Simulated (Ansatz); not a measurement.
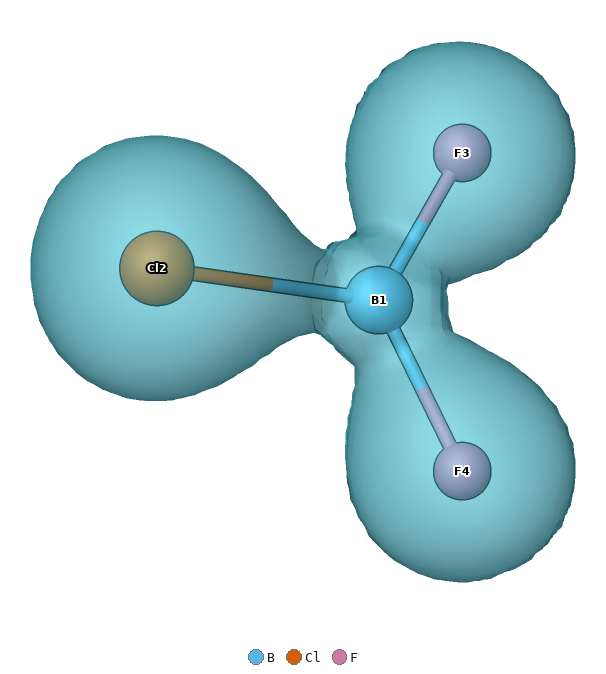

Figure. BClF2. Isosurface of the total electron density at 0.8 e/Å³ (cyan), seen at a tilt.

All numbers below come from RHF/def2-SVP in Ansatz 0.2.0.

Q: How is the density connected at this value?

A: At this value the surface is in one piece. It bridges the sampled B–F (1.30 Å) and B–Cl (1.75 Å) contacts, where the density stays above the isovalue. On the grid the lowest density along these lines, outside the cores, is 1.6 e/Å³ (B–F, 1.30 Å) and 1.1 e/Å³ (B–Cl, 1.75 Å).
